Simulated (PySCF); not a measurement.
# SH₅: stationary points from several starts

Which structure of SH₅ lies lowest? The starts are square pyramidal and trigonal bipyramidal; the spin state tried: doublet. Each end point is tested by its vibrations.

The runs use PySCF 2.14.0; PBE0, basis S def2-TZVP, H def2-TZVP, no relativity, density fitting.

## Step 1: Where the work starts

6 atoms, charge 0, spin multiplicity 2.

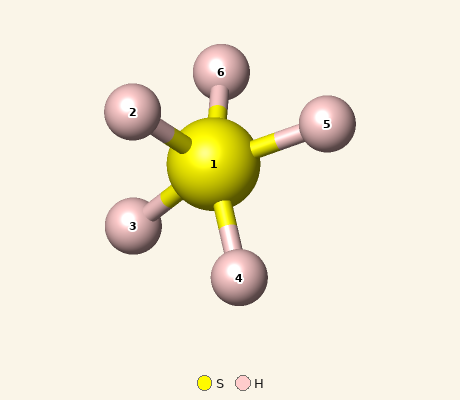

Start geometry, drawn with sulfur yellow, hydrogen pink; atoms are numbered from 1 in the order of the file.

Z-matrix (Å, degrees; charge 0 multiplicity 2):
```
S
H  1 1.3500
H  1 1.3500 2 102.00
H  1 1.3500 2 102.00 3 -90.00
H  1 1.3500 2 102.00 3 180.00
H  1 1.3500 2 102.00 3 90.00
```

## Step 2: Relaxation: square pyramidal start, doublet

One driver script runs all steps and calls PySCF; scf.py shows how it sets up the SCF of each step. The optimiser is the driver's own. Before each start the driver seeks the lowest SCF state from one or more starting densities and follows internal instabilities, so scf.py alone need not reach the same state.

The program finds C4v symmetry in the start, which this walk keeps. Threshold on the gradient: 0.0003 Eh/bohr, with a further test on the energy change.

The input, scf.py:

```python
from pyscf import gto, scf, dft
mol = gto.M(atom='''
S      0.000000    -0.000000    -0.006187
H     -0.000000     0.000000     1.343813
H      1.320500    -0.000000    -0.286887
H      0.000000     1.320500    -0.286887
H     -1.320500     0.000000    -0.286887
H     -0.000000    -1.320500    -0.286887''',
    basis={'S': 'def2-TZVP', 'H': 'def2-TZVP'},
    charge=0, spin=1)
mf = dft.UKS(mol, xc='PBE0')
mf.grids.atom_grid = (50, 194)
aux = {'S': 'def2-universal-JKFIT', 'H': 'def2-universal-JKFIT'}
mf = mf.density_fit(auxbasis=aux)
mf.kernel()
```

Steps of the walk:

```csv
step,energy (Eh),change (kJ/mol),largest symmetric gradient (Eh/bohr)
0,-400.790689,0.00,0.10604
1,-400.835156,-116.75,0.02712
2,-400.844523,-141.34,0.00869
3,-400.844734,-141.90,0.00390
4,-400.844757,-141.96,0.00096
5,-400.844762,-141.97,0.00040
6,-400.844764,-141.97,0.00015
```

The walk took 4.8 s on 4 threads, shared host.

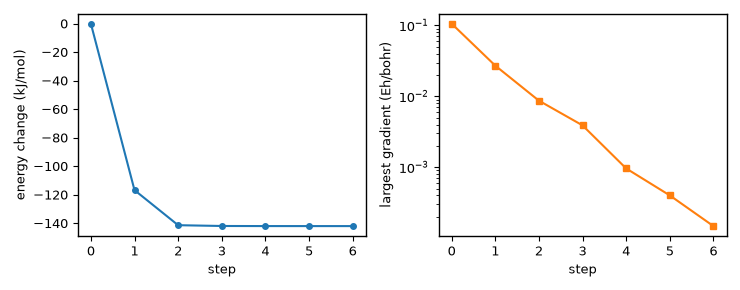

Energy and largest gradient along the walk.

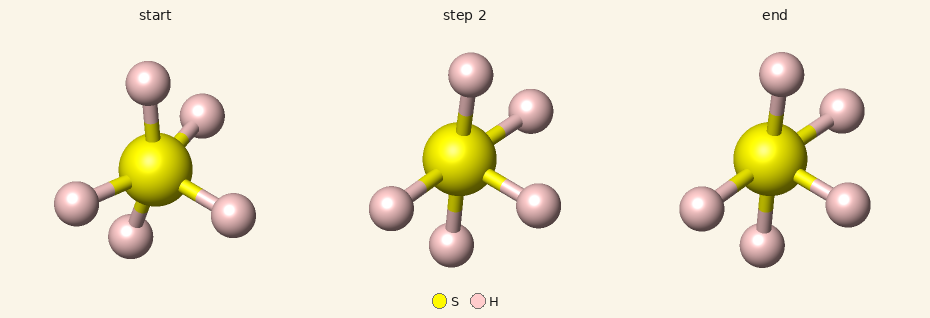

Start and end of the relaxation, with a step between.

After 6 steps and 142.0 kJ/mol it ends at C4v: S–H 1.348 Å, S–H 1.473 Å (×4); H–S–H 88.9° (×4), H–S–H 90.0° (×4), H–S–H 177.9° (×2).

## Step 3: Vibrations and properties at this point

The point is checked on the finer grid, and tightened if its gradient asks for it. The Hessian and the dipole derivatives come from central differences of analytic gradients, with steps of 0.01 bohr.

Edit scf.py of step 2 so:

```diff
@@ -3,6 +3,6 @@
-S      0.000000    -0.000000    -0.006187
-H     -0.000000     0.000000     1.343813
-H      1.320500    -0.000000    -0.286887
-H      0.000000     1.320500    -0.286887
-H     -1.320500     0.000000    -0.286887
-H     -0.000000    -1.320500    -0.286887''',
+S     -0.000000    -0.000000    -0.039550
+H      0.000000     0.000000     1.308677
+H      1.472991    -0.000000    -0.012285
+H      0.000000     1.472991    -0.012285
+H     -1.472991     0.000000    -0.012285
+H     -0.000000    -1.472991    -0.012285''',
@@ -12 +12 @@
-mf.grids.atom_grid = (50, 194)
+mf.grids.atom_grid = (75, 302)
```

This SCF starts from the last density.

Log of the central SCF (cycles and frontier levels):

```text
init E= -400.844749854044
[... the frontier-level lines of each cycle are left out ...]
cycle= 1 E= -400.844749854047  delta_E= -2.9e-12  |g|= 8.71e-07  |ddm|= 5.94e-06
Extra cycle  E= -400.844749854046  delta_E= 1.02e-12  |g|= 7.7e-07  |ddm|= 3.09e-06
converged SCF energy = -400.844749854046  <S^2> = 0.75489095  2S+1 = 2.004885
```

The whole step took 16 s.

Geometry: C4v; S–H 1.348 Å, S–H 1.473 Å (×4); H–S–H 88.9° (×4), H–S–H 90.0° (×4), H–S–H 177.9° (×2).

Harmonic modes (main isotopes):

```csv
symmetry,ω (cm⁻¹),IR (km/mol)
b1,1056,0.0
a1,1101,15.5
e,1139,276
b2,1206,0.0
e,1244,20.8
e,1635,2836
a1,1827,8.6
b1,1856,0.0
a1,2563,0.0
```

Every mode is real; the point is a minimum.

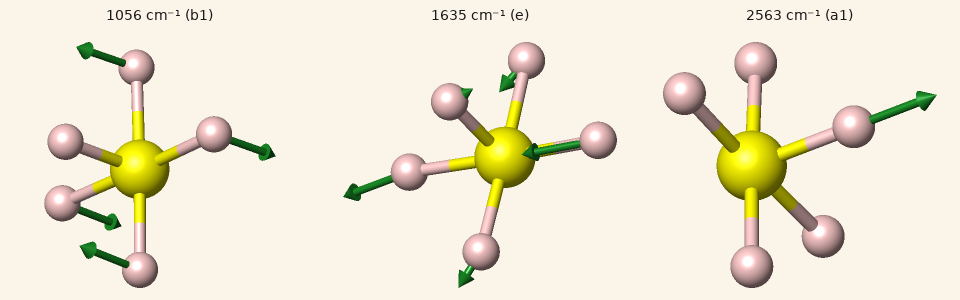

Displacements of 3 of the modes, as arrows (one member where a mode is degenerate).

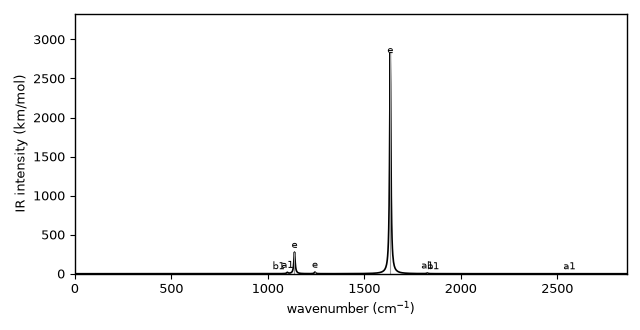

The harmonic infrared spectrum (widths in cm⁻¹). Lines are broadened to a width of 8 cm⁻¹ (Lorentzian).

Properties at this point:

- Dipole moment: 0.70 D
- Highest occupied level: -4.86 eV
- Lowest empty level: -1.88 eV
- Rotational constants: 2.741, 2.741, 1.927 cm⁻¹
- Zero-point energy: 105.5 kJ/mol
- Principal polarisabilities: 19.1, 47.2, 47.2 bohr³
- Atomisation energy without zero-point energy: 960 kJ/mol
- Principal traceless quadrupole moments about the centre of mass: -1.90, -1.90, 3.80 D Å
- Entropy at 298.15 K and 1 bar (electronic part: spin only): 222.3 J/(mol K)
- Heat capacity Cp at 298.15 K: 40.7 J/(mol K)
- Enthalpy at 298.15 K above 0 K: 10.31 kJ/mol
- Rotational symmetry number: 4
- Spin squared ⟨S²⟩: 0.755

Charges (e) and bond orders:

```
    atom  Mulliken  Löwdin  polar tensor  spin (Mulliken)  Mayer order to S1
      S1     -0.15    0.19          1.39             0.20                  –
      H2      0.22    0.06         -0.02             0.01               0.86
H3,4,5,6     -0.02   -0.06         -0.34             0.20               0.75
```

Mulliken populations on S1: s 5.68, p 9.86, d 0.60, f 0.01.

## Step 4: Trigonal bipyramidal start, doublet: relaxation

The program finds D3h symmetry in the start, which this walk keeps. Threshold on the gradient: 0.0003 Eh/bohr, with a further test on the energy change.

Edit scf.py of step 3 so:

```diff
@@ -3,6 +3,6 @@
-S     -0.000000    -0.000000    -0.039550
-H      0.000000     0.000000     1.308677
-H      1.472991    -0.000000    -0.012285
-H      0.000000     1.472991    -0.012285
-H     -1.472991     0.000000    -0.012285
-H     -0.000000    -1.472991    -0.012285''',
+S     -0.000000     0.000000     0.000000
+H      0.000000    -0.000000     1.350000
+H     -0.000000     0.000000    -1.350000
+H      1.349980     0.000017    -0.000000
+H     -0.675005     1.169109     0.000000
+H     -0.674975    -1.169126    -0.000000''',
@@ -12 +12 @@
-mf.grids.atom_grid = (75, 302)
+mf.grids.atom_grid = (50, 194)
```

The optimiser's trace:

```csv
step,energy (Eh),change (kJ/mol),largest symmetric gradient (Eh/bohr)
0,-400.762980,0.00,0.05254
1,-400.785824,-59.98,0.01957
2,-400.790517,-72.30,0.00556
3,-400.790933,-73.39,0.00098
4,-400.790942,-73.41,0.00018
5,-400.790942,-73.41,0.00008
```

The walk took 3.9 s.

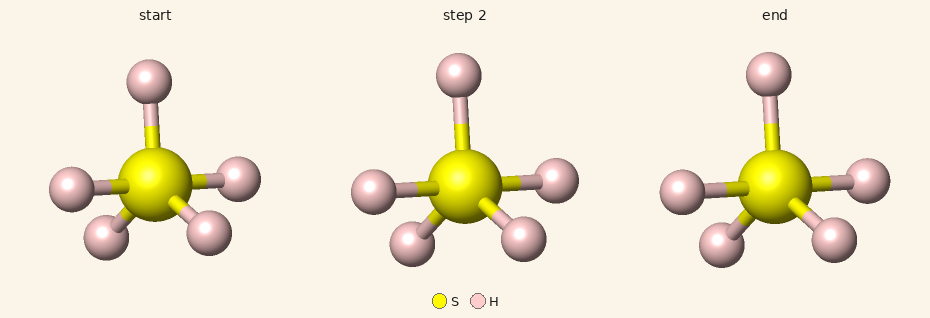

Start and end of the relaxation, with a step between.

End point (D3h, 5 steps, 73.4 kJ/mol gained): S–H 1.478 Å (×3), S–H 1.501 Å (×2); H–S–H 90.0° (×6), H–S–H 120.0° (×3), H–S–H 180.0°.

## Step 5: Hessian and properties

As before: finer grid, then central differences.

Edit scf.py of step 4 so:

```diff
@@ -3,6 +3,6 @@
-S     -0.000000     0.000000     0.000000
-H      0.000000    -0.000000     1.350000
-H     -0.000000     0.000000    -1.350000
-H      1.349980     0.000017    -0.000000
-H     -0.675005     1.169109     0.000000
-H     -0.674975    -1.169126    -0.000000''',
+S     -0.000000     0.000000    -0.000000
+H      0.000000    -0.000000     1.501095
+H     -0.000000     0.000000    -1.501095
+H      1.478037     0.000019    -0.000000
+H     -0.739035     1.280009     0.000000
+H     -0.739002    -1.280027    -0.000000''',
@@ -12 +12 @@
-mf.grids.atom_grid = (50, 194)
+mf.grids.atom_grid = (75, 302)
```

Log of the central SCF (cycles and frontier levels):

```text
init E= -400.79093703685
[... the frontier-level lines of each cycle are left out ...]
cycle= 1 E= -400.790937036854  delta_E= -3.07e-12  |g|= 5.17e-07  |ddm|= 6.37e-06
Extra cycle  E= -400.790937036853  delta_E= 6.82e-13  |g|= 3.05e-07  |ddm|= 3.39e-06
converged SCF energy = -400.790937036853  <S^2> = 0.75289171  2S+1 = 2.0028896
```

The whole step took 15 s.

Geometry: D3h; S–H 1.478 Å (×3), S–H 1.501 Å (×2); H–S–H 90.0° (×6), H–S–H 120.0° (×3), H–S–H 180.0°.

Wavenumbers (cm⁻¹): 2071i, 2071i, 849, 849, 983, 1105, 1105, 1363, 1363, 1472, 1821, 1900. These are not to be trusted: the point is only loosely found or the SCF state changes between the displacements.

## Step 6: Downhill along the imaginary mode

The atoms are moved a little along the softest imaginary mode and relaxed again.

The program finds Cs symmetry in the start, which this walk keeps. Threshold on the gradient: 0.0003 Eh/bohr, with a further test on the energy change.

Edit scf.py of step 5 so:

```diff
@@ -3,6 +3,6 @@
-S     -0.000000     0.000000    -0.000000
-H      0.000000    -0.000000     1.501095
-H     -0.000000     0.000000    -1.501095
-H      1.478037     0.000019    -0.000000
-H     -0.739035     1.280009     0.000000
-H     -0.739002    -1.280027    -0.000000''',
+S      0.000221    -0.000521    -0.000000
+H     -0.012387     0.029199     1.501095
+H     -0.012387     0.029199    -1.501095
+H      1.525055     0.082949    -0.000000
+H     -0.669762     1.182023     0.000000
+H     -0.837535    -1.306829    -0.000000''',
@@ -12 +12 @@
-mf.grids.atom_grid = (75, 302)
+mf.grids.atom_grid = (50, 194)
```

Energy and gradient, step by step:

```csv
step,energy (Eh),change (kJ/mol),largest symmetric gradient (Eh/bohr)
0,-400.796120,0.00,0.03413
1,-400.815670,-51.33,0.01988
2,-400.827083,-81.29,0.03398
3,-400.830862,-91.21,0.03298
4,-400.831472,-92.82,0.03083
5,-400.836671,-106.47,0.02779
6,-400.840290,-115.97,0.02398
7,-400.843465,-124.30,0.01982
8,-400.844496,-127.01,0.00736
9,-400.844746,-127.67,0.00177
10,-400.844757,-127.70,0.00037
11,-400.844757,-127.70,0.00011
```

The walk took 9.5 s on 4 threads, shared host.

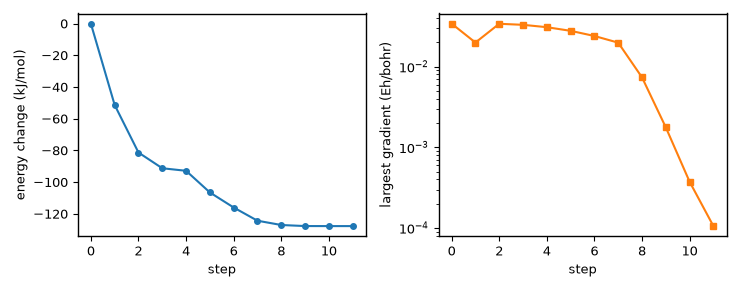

How energy and gradient fall.

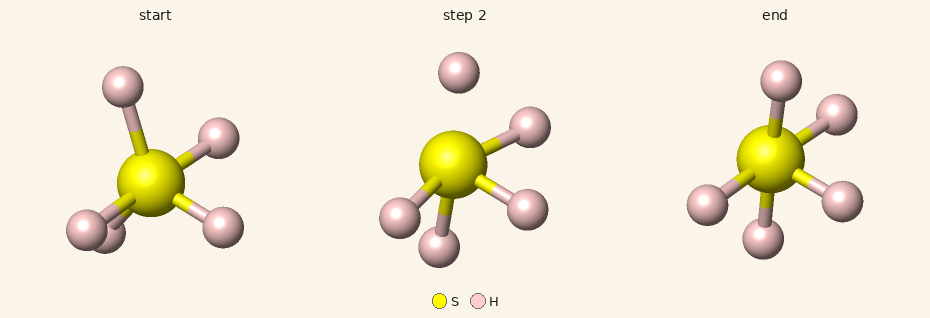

The geometry along the walk, at one scale.

After 11 steps and 127.7 kJ/mol it ends at C4v: S–H 1.348 Å, S–H 1.473 Å (×4); H–S–H 89.0° (×4), H–S–H 90.0° (×4), H–S–H 177.9° (×2).

## Step 7: What came out

| quantity | value |
| --- | --- |
| lowest minimum | doublet, C4v |
| geometry | S–H 1.348 Å, S–H 1.473 Å (×4); H–S–H 88.9° (×4), H–S–H 90.0° (×4), H–S–H 177.9° (×2) |
| wavenumbers (cm⁻¹) | 1056 (b1), 1101 (a1), 1139 (e), 1206 (b2), 1244 (e), 1635 (e), 1827 (a1), 1856 (b1), 2563 (a1) |
| dipole moment | 0.70 D |
| highest occupied, lowest empty level (either spin) | -4.86, -1.88 eV |
| polar-tensor charge of S1 | +1.39 e |
| zero-point energy | 105.5 kJ/mol |
| entropy at 298.15 K | 222.3 J/(mol K) |
| atomisation energy (no zero-point energy) | 960 kJ/mol |
| ⟨S²⟩ | 0.755 |

In words: The lowest minimum found is the doublet of C4v symmetry. In the infrared the band at 1635 cm⁻¹ (e, stretch) leads. A search over typed starts can miss a lower isomer.

The search up to here took 52 s.
